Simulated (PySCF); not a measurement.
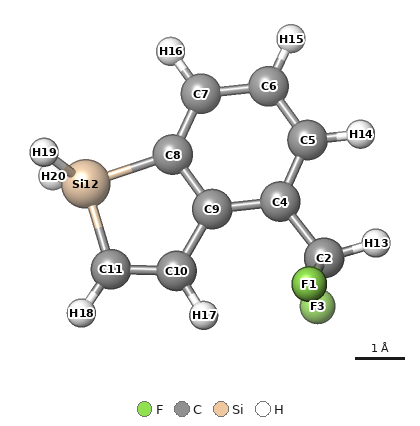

Fig. 1: The structure (ball-and-stick view, seen at a tilt; atoms are numbered from 1 in the order of the input).

**C9H8F2Si: a changed input and its effect**

System: C9H8F2Si.
Method of the first run: GIAO PBE0/pcSseg-1 NMR shielding, non-relativistic, IEF-PCM acetonitrile (PySCF 2.14.0).

The geometry comes from this level: PBE0-D3(BJ)/def2-SVP. Text and figures count atoms from 1; the logs count them from 0 in places.

## Input file, the first run
```
{"job": {"kind": "nmr", "xc": "PBE0", "basis": "pcSseg-1", "solvent": "acetonitrile", "pop": true}, "charge": 0, "multiplicity": 1}
F     -2.173206    -1.697507    -1.460768
C     -2.381210    -0.982043    -0.328736
F     -2.401982    -1.872293     0.693424
C     -1.302843     0.041760    -0.133401
C     -1.651597     1.392997    -0.070386
C     -0.683174     2.377761     0.105455
C      0.660918     2.015195     0.222068
C      1.030234     0.674875     0.163093
C      0.046746    -0.325098    -0.016080
C      0.564700    -1.708895    -0.061023
C      1.897571    -1.877580     0.070315
Si     2.693703    -0.198623     0.274299
H     -3.379268    -0.515317    -0.396866
H     -2.703598     1.677851    -0.162368
H     -0.976215     3.428835     0.151807
H      1.417469     2.792572     0.360250
H     -0.133341    -2.538921    -0.195517
H      2.351055    -2.870644     0.049481
H      3.635192     0.178584    -0.824028
H      3.393277     0.006870     1.579164
```

The first line tells a small driver script what to run in PySCF; the rest is the geometry in Å.

Launched with:
```bash
OMP_NUM_THREADS=1 python <driver script> task.json out
```

Hardware: 1 CPU thread, shared host.

## Output (the first run)
```
coarse grid: 18536 points
cycle   1  E = -835.9742503390  dE =  1.989e+00  |g| = 7.272e-01  |ddm| = 4.687e+00
cycle   2  E = -835.9043864090  dE =  6.986e-02  |g| = 9.950e-01  |ddm| = 1.322e+00
cycle   3  E = -836.0721252905  dE = -1.677e-01  |g| = 8.920e-02  |ddm| = 7.464e-01
cycle   4  E = -836.0735123150  dE = -1.387e-03  |g| = 4.825e-02  |ddm| = 1.411e-01
cycle   5  E = -836.0741004496  dE = -5.881e-04  |g| = 1.283e-02  |ddm| = 5.968e-02
cycle   6  E = -836.0741379563  dE = -3.751e-05  |g| = 3.182e-03  |ddm| = 1.342e-02
cycle   7  E = -836.0741402556  dE = -2.299e-06  |g| = 6.681e-04  |ddm| = 3.083e-03
final grid: 178984 points
cycle   8  E = -836.1580458081  dE = -5.979e-05  |g| = 7.775e-03  |ddm| = 7.279e-02
cycle   9  E = -836.1580430726  dE =  2.736e-06  |g| = 9.169e-03  |ddm| = 1.872e-02
cycle  10  E = -836.1580607457  dE = -1.767e-05  |g| = 1.056e-03  |ddm| = 8.814e-03
cycle  11  E = -836.1580609159  dE = -1.702e-07  |g| = 2.813e-04  |ddm| = 1.044e-03
cycle  12  E = -836.1580609291  dE = -1.315e-08  |g| = 1.091e-04  |ddm| = 3.204e-04
cycle  13  E = -836.1580609318  dE = -2.795e-09  |g| = 3.483e-05  |ddm| = 1.449e-04
cycle  14  E = -836.1580609322  dE = -3.047e-10  |g| = 7.797e-06  |ddm| = 4.587e-05
converged SCF energy = -836.1580609322

GIAO shielding tensors (ppm)
atom      isotropic    diamagn.    paramagn.     s11        s22        s33       span
  0 F      296.652     476.003    -179.351    199.058    318.577    372.320    173.262
  1 C       63.400     236.033    -172.632     55.463     66.992     67.746     12.283
  2 F      297.081     475.946    -178.865    199.284    319.487    372.471    173.186
  3 C       49.967     263.358    -213.391    -34.124     21.548    162.476    196.600
  4 C       47.626     251.407    -203.781    -57.356     30.892    169.341    226.697
  5 C       51.048     255.142    -204.094    -57.867     35.894    175.117    232.985
  6 C       41.808     252.275    -210.467    -71.020     21.590    174.854    245.874
  7 C       44.702     257.450    -212.748    -42.109     -2.925    179.140    221.249
  8 C       31.091     255.650    -224.559    -64.024      5.220    152.076    216.099
  9 C       24.252     250.076    -225.824    -97.360     34.512    135.603    232.964
 10 C       48.271     262.367    -214.097    -64.115     39.968    168.960    233.075
 11 Si     391.899     882.407    -490.507    323.807    394.290    457.601    133.794
 12 H       24.468      27.214      -2.747     21.514     23.423     28.465      6.950
 13 H       23.545      31.445      -7.900     19.965     23.311     27.358      7.393
 14 H       23.542      29.590      -6.048     20.065     24.320     26.243      6.178
 15 H       23.094      30.242      -7.148     18.874     23.282     27.127      8.252
 16 H       22.927      31.436      -8.508     19.175     19.892     29.715     10.540
 17 H       24.378      28.963      -4.585     23.304     23.462     26.368      3.064
 18 H       26.339      28.181      -1.842     22.899     24.447     31.671      8.773
 19 H       26.337      28.171      -1.834     22.873     24.455     31.684      8.811
```

For the second run the input was changed thus:
```diff
-"solvent": "acetonitrile"
-"pop": true
+"solvent": "dimethylsulfoxide"
+"pop": false
```

What does this change do to the results?

The total energy of the second run is 0.06 kcal/mol lower: the change of the electrostatic solvation energy at this fixed geometry, without cavity or dispersion terms. Of all shieldings, the largest change is that of F1 and F3, by +0.1 ppm. The number of SCF iterations is the same.

## Output (the second run)
```
coarse grid: 18536 points
cycle   1  E = -835.9744007220  dE =  1.989e+00  |g| = 7.271e-01  |ddm| = 4.687e+00
cycle   2  E = -835.9046826028  dE =  6.972e-02  |g| = 9.946e-01  |ddm| = 1.320e+00
cycle   3  E = -836.0722378987  dE = -1.676e-01  |g| = 8.903e-02  |ddm| = 7.455e-01
cycle   4  E = -836.0736202257  dE = -1.382e-03  |g| = 4.811e-02  |ddm| = 1.407e-01
cycle   5  E = -836.0742048091  dE = -5.846e-04  |g| = 1.279e-02  |ddm| = 5.945e-02
cycle   6  E = -836.0742420858  dE = -3.728e-05  |g| = 3.177e-03  |ddm| = 1.338e-02
cycle   7  E = -836.0742443805  dE = -2.295e-06  |g| = 6.639e-04  |ddm| = 3.078e-03
final grid: 178984 points
cycle   8  E = -836.1581489759  dE = -5.980e-05  |g| = 7.773e-03  |ddm| = 7.281e-02
cycle   9  E = -836.1581462663  dE =  2.710e-06  |g| = 9.163e-03  |ddm| = 1.870e-02
cycle  10  E = -836.1581639077  dE = -1.764e-05  |g| = 1.056e-03  |ddm| = 8.796e-03
cycle  11  E = -836.1581640779  dE = -1.702e-07  |g| = 2.804e-04  |ddm| = 1.043e-03
cycle  12  E = -836.1581640909  dE = -1.305e-08  |g| = 1.087e-04  |ddm| = 3.189e-04
cycle  13  E = -836.1581640937  dE = -2.768e-09  |g| = 3.481e-05  |ddm| = 1.443e-04
cycle  14  E = -836.1581640940  dE = -2.979e-10  |g| = 7.775e-06  |ddm| = 4.577e-05
converged SCF energy = -836.1581640940

GIAO shielding tensors (ppm)
atom      isotropic    diamagn.    paramagn.     s11        s22        s33       span
  0 F      296.734     476.010    -179.276    199.119    318.647    372.437    173.317
  1 C       63.401     236.034    -172.633     55.478     67.000     67.725     12.247
  2 F      297.163     475.953    -178.790    199.346    319.557    372.588    173.242
  3 C       49.970     263.353    -213.383    -34.120     21.557    162.475    196.594
  4 C       47.594     251.388    -203.794    -57.381     30.786    169.378    226.760
  5 C       51.024     255.143    -204.119    -57.896     35.831    175.139    233.035
  6 C       41.788     252.265    -210.477    -71.036     21.516    174.883    245.919
  7 C       44.712     257.448    -212.736    -42.096     -2.914    179.146    221.242
  8 C       31.108     255.668    -224.560    -64.009      5.248    152.083    216.092
  9 C       24.267     250.077    -225.810    -97.339     34.533    135.607    232.946
 10 C       48.237     262.367    -214.130    -64.161     39.896    168.976    233.136
 11 Si     391.895     882.405    -490.510    323.808    394.296    457.582    133.774
 12 H       24.462      27.208      -2.746     21.507     23.418     28.462      6.955
 13 H       23.538      31.440      -7.901     19.956     23.307     27.352      7.396
 14 H       23.538      29.589      -6.051     20.060     24.315     26.238      6.178
 15 H       23.090      30.239      -7.149     18.869     23.278     27.123      8.254
 16 H       22.927      31.437      -8.510     19.176     19.892     29.713     10.538
 17 H       24.374      28.961      -4.587     23.300     23.458     26.365      3.064
 18 H       26.338      28.180      -1.842     22.898     24.447     31.671      8.774
 19 H       26.337      28.170      -1.834     22.872     24.455     31.684      8.812
```

## The two runs side by side

| quantity | the first run | the second run |
| --- | --- | --- |
| outcome | converged | converged |
| total energy (hartree) | −836.158061 | −836.158164 |
| HOMO (eV) | −6.88 | −6.88 |
| LUMO (eV) | −1.68 | −1.68 |
| dipole moment (D) | 2.72 | 2.73 |
| shielding of F1 (ppm) | 296.7 | 296.7 |
| shielding of F3 (ppm) | 297.1 | 297.2 |
| shielding of C5 (ppm) | 47.6 | 47.6 |
| shielding of C6 (ppm) | 51.0 | 51.0 |
| shielding of C7 (ppm) | 41.8 | 41.8 |
| shielding of C9 (ppm) | 31.1 | 31.1 |
| shielding of C11 (ppm) | 48.3 | 48.2 |
| SCF iterations | 14 | 14 |
| basis functions | 251 | 251 |
| wall time (shared host) | 58 s | 55 s |
